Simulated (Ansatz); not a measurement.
```
atom    x (Å)    y (Å)    z (Å)
   W   0.1954   0.2847   0.2248
   O   0.1181   0.2595   1.9685
   O   2.0051   0.4918  -0.1245
   O  -0.6132   1.6875  -0.3744
   O  -0.5256  -1.3072  -0.4970
   H  -1.1798  -1.4163  -1.1973
```

Geometry: r2SCAN-D4/def2-SVPD; core potentials replace the inner electrons of W.

These are results of Ansatz 0.2.0, UKS PBE0-D4/def2-TZVPD, not measurements.

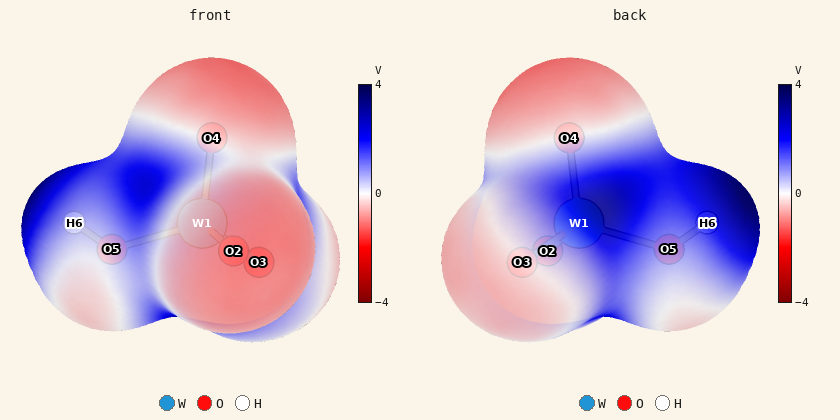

HO$_{4}$W (doublet). The molecular electrostatic potential painted on the density surface at 0.002 e/bohr³, seen from the front and from behind; red is negative and blue positive.

> Describe the electrostatic potential map.

The most negative region (about −1.1 V) lies over O2 and O4, the most positive (about +3.6 V) over H6.
